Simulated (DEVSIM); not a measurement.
Structure: Schottky contact on p-type Si, at 350 K.

```csv
layer (left to right),material,thickness (μm),Na (cm⁻³),τn (s),τp (s)
1,Si,0.650,7.6e15,1e-6,1e-6
```

Left contact: Schottky, work function 4.404 eV, emission velocity 7.2e6 cm/s. Right contact: ohmic. Voltage is applied to the left contact. Recombination: SRH at mid-gap, Auger. Gap narrowing is on: ΔEg = 6.92 meV × (l + √(l² + 0.5)), l = ln(N/1.3e17 cm⁻³), shared equally by both band edges. Mobility is constant in doping.

Constants are typed, rounded textbook-type inputs, not results; the design itself was drawn at random and stands for no fabricated device. Values at 300 K; Nc and Nv go as T^1.5, mobilities as T to minus their exponent, the gap by Varshni's rule with the affinity fixed.

| parameter | Si |
|---|---|
| gap (eV) | 1.124 |
| affinity (eV) | 4.05 |
| permittivity | 11.7 |
| Nc (cm⁻³) | 2.86e19 |
| Nv (cm⁻³) | 3.1e19 |
| μn (cm²/Vs) | 1417 |
| μp (cm²/Vs) | 470 |
| T exponent of μn | 2.3 |
| T exponent of μp | 2.2 |
| Cn (cm⁶/s) | 2.8e-31 |
| Cp (cm⁶/s) | 9.9e-32 |
| Varshni α (eV/K) | 0.000473 |
| Varshni β (K) | 636 |

Simulated with DEVSIM: 1D drift-diffusion, Boltzmann statistics, complete ionisation; no tunnelling, impact ionisation, image-force lowering or self-heating. Metal contacts follow the ideal Schottky-Mott rule: no Fermi-level pinning, no interface dipoles.

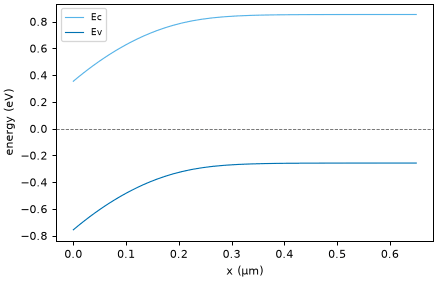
*Band edges at zero bias*

Energies count from the Fermi level of the right contact; mesh points crowd at the junctions.

| x (μm) | Ec (eV) | Ev (eV) | n (cm⁻³) | p (cm⁻³) | field (V/cm) |
|---|---|---|---|---|---|
| 0.000 | 0.354 | -0.756 | 2.9e14 | 5.0e8 | 33000 |
| 0.006607 | 0.375 | -0.735 | 1.4e14 | 1.0e9 | 32000 |
| 0.01489 | 0.402 | -0.708 | 5.9e13 | 2.5e9 | 31000 |
| 0.02529 | 0.434 | -0.676 | 2.0e13 | 7.2e9 | 30000 |
| 0.04336 | 0.487 | -0.624 | 3.5e12 | 4.1e10 | 28000 |
| 0.06099 | 0.534 | -0.576 | 7.3e11 | 2.0e11 | 26000 |
| 0.08310 | 0.589 | -0.521 | 1.2e11 | 1.2e12 | 23000 |
| 0.1216 | 0.670 | -0.440 | 8.0e9 | 1.8e13 | 19000 |
| 0.1590 | 0.733 | -0.377 | 1.0e9 | 1.5e14 | 15000 |
| 0.2061 | 0.789 | -0.321 | 1.6e8 | 9.3e14 | 9300 |
| 0.2650 | 0.828 | -0.282 | 4.3e7 | 3.4e15 | 4300 |
| 0.3626 | 0.848 | -0.262 | 2.2e7 | 6.7e15 | 780 |
| 0.4261 | 0.851 | -0.259 | 2.0e7 | 7.3e15 | 230 |
| 0.4767 | 0.852 | -0.258 | 1.9e7 | 7.5e15 | 85 |
| 0.5287 | 0.852 | -0.258 | 1.9e7 | 7.6e15 | 31 |
| 0.5585 | 0.852 | -0.258 | 1.9e7 | 7.6e15 | 18 |
| 0.5823 | 0.852 | -0.258 | 1.9e7 | 7.6e15 | 11 |
| 0.6013 | 0.852 | -0.258 | 1.9e7 | 7.6e15 | ≈ 0 |
| 0.6208 | 0.852 | -0.258 | 1.9e7 | 7.6e15 | ≈ 0 |
| 0.6320 | 0.852 | -0.258 | 1.9e7 | 7.6e15 | ≈ 0 |
| 0.6409 | 0.852 | -0.258 | 1.9e7 | 7.6e15 | ≈ 0 |
| 0.6500 | 0.852 | -0.258 | 1.9e7 | 7.6e15 | ≈ 0 |
